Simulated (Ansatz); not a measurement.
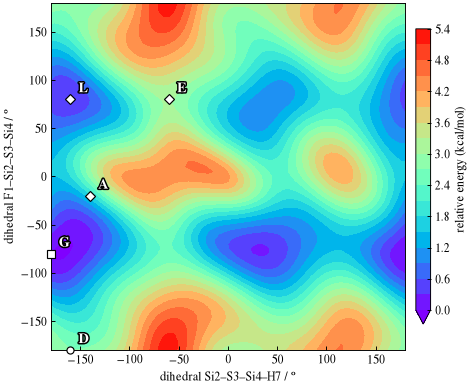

FH4SSi2, SMILES F[SiH2]S[SiH2], spin multiplicity 2. The first coordinate is: dihedral Si2–S3–Si4–H7; the second: dihedral F1–Si2–S3–Si4. Nothing is relaxed (all other coordinates rigid). The scan uses an 18 × 18 grid. All energies are given in kcal/mol relative to the lowest grid point. Level of theory: UKS PBE-D4/def2-SVP in Ansatz.

Drawn: filled contours, lettered points. Between grid points the surface is interpolated.

Is D the lowest point of the computed grid?

No. D lies 2.71 kcal/mol above the lowest grid point, which is at dihedral Si2–S3–Si4–H7 = −180°, dihedral F1–Si2–S3–Si4 = −80°.

What kind of point is each of A, D, E, G, L: minimum, saddle, maximum or slope?

A: on a slope; D: saddle point; E: saddle point; G: minimum; L: minimum. (In these two coordinates alone; a stationary point may lie a little off the grid point.)

Rank the lettered points by energy, lowest first.

G (0.00 kcal/mol), L (0.32 kcal/mol), A (1.67 kcal/mol), D (2.71 kcal/mol), E (3.03 kcal/mol).
